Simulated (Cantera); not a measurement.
A closed system holds: 1 mol SrCl2, 0.37 mol H2, equilibrated at 0.100 bar.

Method: chemical equilibrium by Gibbs-energy minimisation in Cantera with the NASA 1993 tables (ideal gas, pure condensed phases). Candidate condensed phases: Sr, SrCl2; 8 gas species. The numbers say what is thermodynamically allowed, not how fast it happens.

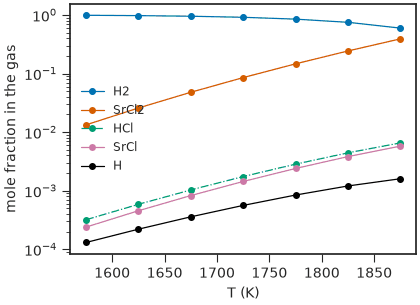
Equilibrium gas composition (values under 1e-9 drawn at 1e-9)

From 1575 K to 1875 K the condensed part is SrCl2(l). The main Sr-bearing gas is SrCl2 throughout. The share of Sr in condensed phases is highest at 1575 K (99.5 %) and lowest at 1875 K (75.5 %).
